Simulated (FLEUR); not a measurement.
## MnO (Manganosite): which magnetic order is lowest

Does MnO (Manganosite) prefer parallel or opposed moments?

Method: PBEsol with U = 4.9 eV, J = 0.9 eV on Mn d; all-electron FLAPW, Dirac cores, scalar-relativistic bands, in FLEUR MaX-R8.1.

## (1) The structure

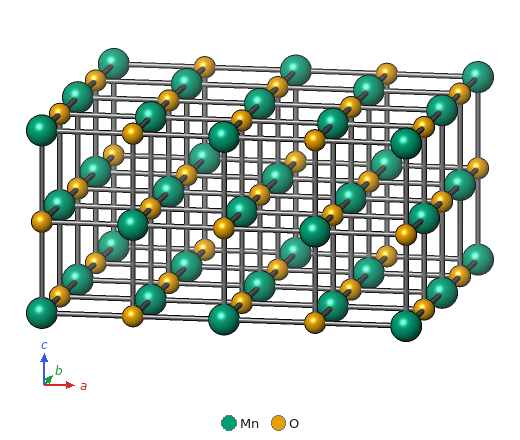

Start, viewed slightly off an axis; manganese teal, oxygen orange. 2×2×1 cells are drawn. This picture shows the conventional cell, with its axes. Some periodic images of atoms are drawn too.

## (2) Start 1: ferro +

The parallel start is the test of whether parallel moments hold. A Hubbard U acts on the open shell, since semilocal functionals spread its electrons too much.

inpgen writes inp.xml from crystal.txt; cutoffs, mixing, functional, smearing and local orbitals are then set in the file. The k list default-1 (kpts.xml, not shown) is a Γ-centred 8×8×8 mesh; where the ranks do not divide the number of points, some are split in two of half the weight.

inp.xml reads:

```
<?xml version="1.0" encoding="UTF-8" standalone="no"?>
<fleurInput fleurInputVersion="0.39">
   <comment>
      MnO
   </comment>
   <calculationSetup>
      <cutoffs Kmax="4.05" Gmax="12.1" GmaxXC="12.1" numbands="0"/>
      <scfLoop itmax="130" minDistance="0.0001" maxIterBroyd="15" imix="Anderson" alpha="0.05" precondParam="0.0" spinf="2.0" sdNocoIR="T"/>
      <coreElectrons ctail="T" frcor="F" kcrel="0" coretail_lmax="0"/>
      <xcFunctional name="PBEs" relativisticCorrections="F"/>
      <magnetism jspins="2"/>
      <soc l_soc="F" theta="0.0" phi="0.0" spav="F"/>
      <expertModes spex="0" secvar="F"/>
      <geometryOptimization l_f="F" forcealpha="1.0" forcemix="BFGS" epsdisp="0.00001" epsforce="0.00001"/>
      <ldaU l_linMix="F" mixParam="0.05" spinf="1.0"/>
   </calculationSetup>
   <cell>
      <bzIntegration valenceElectrons="21.0" mode="hist" fermiSmearingEnergy="0.00110248">
         <kPointListSelection listName="default-1"/>
         <xi:include xmlns:xi="http://www.w3.org/2001/XInclude" href="kpts.xml"> </xi:include>
      </bzIntegration>
      <xi:include xmlns:xi="http://www.w3.org/2001/XInclude" href="sym.xml"> </xi:include>
      <bulkLattice scale="1.0">
         <bravaisMatrix>
            <row-1>    0.0000000000000000     4.2008611749857998     4.2008611749857998</row-1>
            <row-2>    4.2008611749857998     0.0000000000000000     4.2008611749857998</row-2>
            <row-3>    4.2008611749857998     4.2008611749857998     0.0000000000000000</row-3>
         </bravaisMatrix>
      </bulkLattice>
   </cell>
   <atomSpecies>
      <species name="Manganese 4.500" element="Mn" atomicNumber="25">
         <mtSphere radius="2.62" gridPoints="867" logIncrement="0.014"/>
         <atomicCutoffs lmax="10" lnonsphr="8"/>
         <electronConfig flipSpins="F">
            <coreConfig>(1s1/2) (2s1/2) (2p1/2) (2p3/2)</coreConfig>
            <valenceConfig>(3s1/2) (3p1/2) (3p3/2) (4s1/2) (3d3/2) (3d5/2)</valenceConfig>
            <stateOccupation state="(3d3/2)" spinUp="1.75" spinDown="0.25"/>
            <stateOccupation state="(3d5/2)" spinUp="3.0" spinDown="0.0"/>
         </electronConfig>
         <energyParameters s="4" p="4" d="3" f="4"/>
         <ldaU l="2" U="4.9" J="0.9" l_amf="F"/>
         <lo type="SCLO" l="0" n="3" eDeriv="0"/>
         <lo type="SCLO" l="1" n="3" eDeriv="0"/>
      </species>
      <species name="Oxygen (O)" element="O" atomicNumber="8">
         <mtSphere radius="1.48" gridPoints="489" logIncrement="0.022"/>
         <atomicCutoffs lmax="6" lnonsphr="4"/>
         <electronConfig flipSpins="F">
            <coreConfig>(1s1/2)</coreConfig>
            <valenceConfig>(2s1/2) (2p1/2) (2p3/2)</valenceConfig>
            <stateOccupation state="(2p1/2)" spinUp="0.666667" spinDown="0.666667"/>
            <stateOccupation state="(2p3/2)" spinUp="1.333333" spinDown="1.333333"/>
         </electronConfig>
         <energyParameters s="2" p="2" d="3" f="4"/>
      </species>
   </atomSpecies>
   <atomGroups>
      <atomGroup species="Manganese 4.500">
         <relPos label="                   1">.0000000000 .0000000000 .0000000000</relPos>
         <force calculate="T" relaxXYZ="TTT"/>
      </atomGroup>
      <atomGroup species="Oxygen (O)">
         <relPos label="                   2">1.000/2.000 1.000/2.000 1.000/2.000</relPos>
         <force calculate="T" relaxXYZ="TTT"/>
      </atomGroup>
   </atomGroups>
   <output dos="F" band="F" slice="F">
      <bandDOS minEnergy="-.5*Htr" maxEnergy="0.5*Htr" sigma="0.015" storeEVData="T"/>
      <plotting iplot="0" polar="F">
         <plot TwoD="T" vec1="  1.0  0.0  0.0" vec2="  0.0  1.0  0.0" vec3="  0.0  0.0  1.0" zero="  0.0  0.0  0.0" file="plot"/>
      </plotting>
      <moessbauerParams electricFieldGradient="F" isomerShift="F" coreHyperfine="F" valenceHyperfine="F"/>
   </output>
</fleurInput>
```

crystal.txt reads:

```
MnO
&input film=F cartesian=F /
0.00000000000  2.22300000000  2.22300000000
2.22300000000  0.00000000000  2.22300000000
2.22300000000  2.22300000000  0.00000000000
1.8897261246
1.0 1.0 1.0

2
25 0.00000000000  0.00000000000  0.00000000000 : 4.500
8 0.50000000000  0.50000000000  0.50000000000

&kpt div1=8 div2=8 div3=8 gamma=T /
```

Command:

```bash
OMP_NUM_THREADS=1 inpgen -f crystal.txt > inpgen.log  # inp.xml is then edited as shown
OMP_NUM_THREADS=1 mpirun -n 4 fleur_MPI > fleur.log
```

The program printed:

```text
Welcome to FLEUR        (www.flapw.de)
      MaX-Release 8.1          (www.max-centre.eu)

 ========== k-point set info ==========
 Selected k-point list: default-1
 k-point list type: mesh
 0 x 0 x 0
 Number of k points: 32

 ------------Calculation Setup---------------------------
 Number of MPI-tasks      :            4
 Number of PE/node        :            4
 Number of OMP-threads    :            1
 k-points in parallel     :            4
 pe's per k-point         :            1
 No of k-point loops      :            8
 Eigenvalue solver        :       lapack
 Number of basis functions:          188
 Approximate size of matrices (H+S) per k-point:         0.001 GB
 --------------------------------------------------------
 no density matrix found ... skipping LDA+U
 Reset of history
 Iteration:     1   Distance:      19.75137416 me/bohr^3
 Iteration:     2   Distance:      17.99147899 me/bohr^3
 Iteration:     3   Distance:      15.47307014 me/bohr^3
 Iteration:     4   Distance:       8.07708034 me/bohr^3
 Iteration:     5   Distance:       5.75141504 me/bohr^3
 Iteration:     6   Distance:       2.52481601 me/bohr^3
 Iteration:     7   Distance:       1.02468830 me/bohr^3
 Iteration:     8   Distance:       0.53586084 me/bohr^3
 Iteration:     9   Distance:       0.12236670 me/bohr^3
 Iteration:    10   Distance:       0.10381810 me/bohr^3
 Iteration:    11   Distance:       0.01612836 me/bohr^3
 Iteration:    12   Distance:       0.01407428 me/bohr^3
 Iteration:    13   Distance:       0.00272680 me/bohr^3
 Iteration:    14   Distance:       0.00138273 me/bohr^3
 Iteration:    15   Distance:       0.00024945 me/bohr^3
 Iteration:    16   Distance:       0.00025888 me/bohr^3
 Iteration:    17   Distance:       0.00021777 me/bohr^3
 Iteration:    18   Distance:       0.00005695 me/bohr^3

 ********************************************************************
 Run finished successfully
 Stop message:
   all done
 ********************************************************************

--- out.xml (last complete iteration) ---
<iteration numberForCurrentRun="   18" overallNumber="   18">
         [... left out ...]
         <bandgap value="0.1949911272" units="eV"/>
         <sumValenceSingleParticleEnergies value="-12.8769943042" units="Htr"/>
         <FermiEnergy value="0.3000631706" units="Htr"/>
         <valenceDensity>
            <mtCharges spin="1">
               <mtCharge atomType="1" total="9.4357498" s="1.1883183" p="3.2324894" d="4.9327646" f="0.0574621"/>
               <mtCharge atomType="2" total="2.4436020" s="0.7446725" p="1.6932646" d="0.0049096" f="0.0006346"/>
            </mtCharges>
            <mtCharges spin="2">
               <mtCharge atomType="1" total="4.7139346" s="1.1453029" p="3.2001389" d="0.2974410" f="0.0490805"/>
               <mtCharge atomType="2" total="2.2976675" s="0.7229190" p="1.5741492" d="0.0005255" f="0.0000515"/>
            </mtCharges>
            <spinDependentCharge spin="1" total="13.0000000" interstitial="1.1206482" mtSpheres="11.8793518"/>
            <spinDependentCharge spin="2" total="8.0000000" interstitial="0.9883979" mtSpheres="7.0116021"/>
            <totalCharge value="21.0000000000"/>
         </valenceDensity>
         [... left out ...]
         <allElectronCharges>
            <spinDependentCharge spin="1" total="19.0000000" interstitial="1.1206482" mtSpheres="17.8793518"/>
            <spinDependentCharge spin="2" total="14.0000000" interstitial="0.9883979" mtSpheres="13.0116021"/>
            <totalCharge value="32.9999999988"/>
         </allElectronCharges>
         <magneticMomentsInMTSpheres units="muBohr">
            <globalMagMoment atomType="1" vec="0.00000   0.00000   4.72182"/>
            <localMagMoment atomType="1" vec="0.00000   0.00000   4.72182"/>
            <globalMagMoment atomType="2" vec="0.00000   0.00000   0.14593"/>
            <localMagMoment atomType="2" vec="0.00000   0.00000   0.14593"/>
         </magneticMomentsInMTSpheres>
         <moessbauerParams unitsHFF="kG" unitsIS="e/bohr^3" unitsEFG="Htr/bohr^2">
         </moessbauerParams>
         <totalEnergy value="    -1232.5322444211" units="Htr">
            <sumOfEigenvalues value="     -708.9274652039">
               <coreElectrons value="-696.0504708998"/>
               <valenceElectrons value="-12.8769943042"/>
            </sumOfEigenvalues>
            <densityCoulombPotentialIntegral value="-1877.4669635098"/>
            <densityEffectivePotentialIntegral value="-1955.4252074564"/>
            <chargeDenXCDenIntegral value="-59.5925527523"/>
            <FockExchangeEnergyValence value="0.0000000000"/>
            <FockExchangeEnergyCore value="0.0000000000"/>
            <atomTypeDependentContributions atomType="1">
               <electronNucleiInteractionDifferentMTs value="1381.9190432138"/>
               <MadelungTerm value="-8.0002151602"/>
            </atomTypeDependentContributions>
            <atomTypeDependentContributions atomType="2">
               <electronNucleiInteractionDifferentMTs value="86.8097970500"/>
               <MadelungTerm value="-4.3346701401"/>
            </atomTypeDependentContributions>
            <dftUCorrection value="-0.3597733978"/>
            <tkbTimesEntropy value="0.0000026037"/>
            <freeEnergy value="-1232.5322470248"/>
            <extrapolationTo0K value="-1232.5322457230"/>
         </totalEnergy>
         <ldaUDensityMatrix>
            <densityMatrixFor spin="1" atomType="1" uIndex="1" l="2" U="4.90000000" J="0.90000000">
               (+0.99135,+0.00000) (+0.00000,+0.00000) (+0.00000,+0.00000) (+0.00000,+0.00000) (+0.02398,+0.00000)
               (+0.00000,+0.00000) (+0.96737,+0.00000) (+0.00000,+0.00000) (+0.00000,+0.00000) (+0.00000,+0.00000)
               (+0.00000,+0.00000) (+0.00000,+0.00000) (+1.01532,+0.00000) (+0.00000,+0.00000) (+0.00000,+0.00000)
               (+0.00000,+0.00000) (+0.00000,+0.00000) (+0.00000,+0.00000) (+0.96737,+0.00000) (+0.00000,+0.00000)
               (+0.02398,+0.00000) (+0.00000,+0.00000) (+0.00000,+0.00000) (+0.00000,+0.00000) (+0.99135,+0.00000)
            </densityMatrixFor>
            <densityMatrixFor spin="2" atomType="1" uIndex="1" l="2" U="4.90000000" J="0.90000000">
               (+0.06756,+0.00000) (+0.00000,+0.00000) (+0.00000,+0.00000) (+0.00000,+0.00000) (+0.04036,+0.00000)
               (+0.00000,+0.00000) (+0.02720,+0.00000) (+0.00000,+0.00000) (+0.00000,+0.00000) (+0.00000,+0.00000)
               (+0.00000,+0.00000) (+0.00000,+0.00000) (+0.10791,+0.00000) (+0.00000,+0.00000) (+0.00000,+0.00000)
               (+0.00000,+0.00000) (+0.00000,+0.00000) (+0.00000,+0.00000) (+0.02720,+0.00000) (+0.00000,+0.00000)
               (+0.04036,+0.00000) (+0.00000,+0.00000) (+0.00000,+0.00000) (+0.00000,+0.00000) (+0.06756,+0.00000)
            </densityMatrixFor>
         </ldaUDensityMatrix>
         <ldaUDensityMatrixConvergence>
            <distance spin="1" distance="0.000000"/>
            <distance spin="2" distance="0.000000"/>
         </ldaUDensityMatrixConvergence>
         <densityConvergence units="me/bohr^3">
            <chargeDensity spin="1" distance="0.0000470982"/>
            <chargeDensity spin="2" distance="0.0000228438"/>
            <overallChargeDensity distance="0.0000569550"/>
            <spinDensity distance="0.0000472895"/>
         </densityConvergence>
      </iteration>
```

It took 11 s on 4 MPI ranks of Arm Neoverse V1, shared host; peak memory 0.21 GiB; 42 s of CPU time.

Spin moment in the muffin-tin sphere by atom:

| atom | spin moment in the muffin-tin sphere (μB) |
| --- | --- |
| Mn1 | 4.72 |
| O2 | 0.15 |

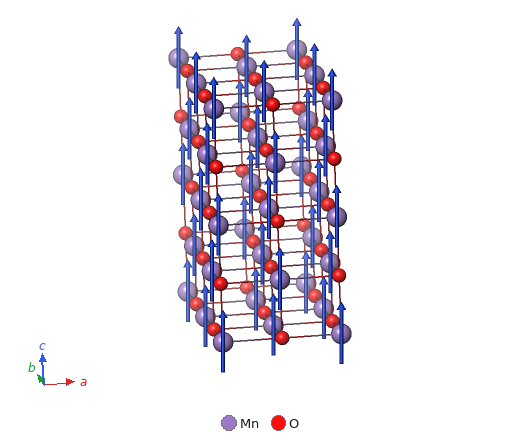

Spin moment in the muffin-tin sphere as arrows, the longest 4.72 μB. Up and down stand for the sign. Arrows give size and sign along the axis of quantisation, drawn up and down the page. 1×2×2 conventional cells are drawn. Some periodic images of atoms are drawn too.

This step gave:

- free energy: -33538.9110 eV
- program's band gap on this mesh (in a metal only a level spacing): 0.1950 eV
- magnetization: 5 μB
- final state: ferromagnetic

After 18 cycles the largest moment stands at 4.72 μB.

(Continued in part 2 of 2.)

[Logs and program files are shortened in this print: banners, set-up blocks, solver, clock and traceback lines can be left out without a mark of their own.]

[Logs are printed without paths, hosts, clocks, repeated set-up lines and the standing remarks that a program may print on its own settings, such as how far it seeks lower states.]

[Hosts, paths, dates, database ids (printed as entryN), source tags and the programs' standing remarks are cut or masked in the printed files.]

[Where a cell is said to come from a database of computed structures, the database is the Materials Project.]
